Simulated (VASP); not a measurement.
Band structure of Li2O (antifluorite). Level of theory: AM05 GGA, VASP's PBE PAW potentials (set 64) (plane waves; VASP 6.6.1).

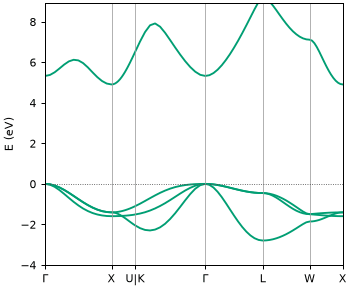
Bands along high-symmetry lines, zero at the valence-band maximum or, without a gap, the Fermi level

Read the plot: is there a gap, and where are the band edges?

The gap is indirect, 4.91 eV, from the valence maximum at Γ to the conduction minimum at X. (Edges off the drawn lines would not show.)

Measured: gap 8.00 eV (computed value off by -3.09 eV), as given by Das et al., (2018), arXiv:1807.05623.

The compound is Li2O in the antifluorite structure. It was relaxed first.
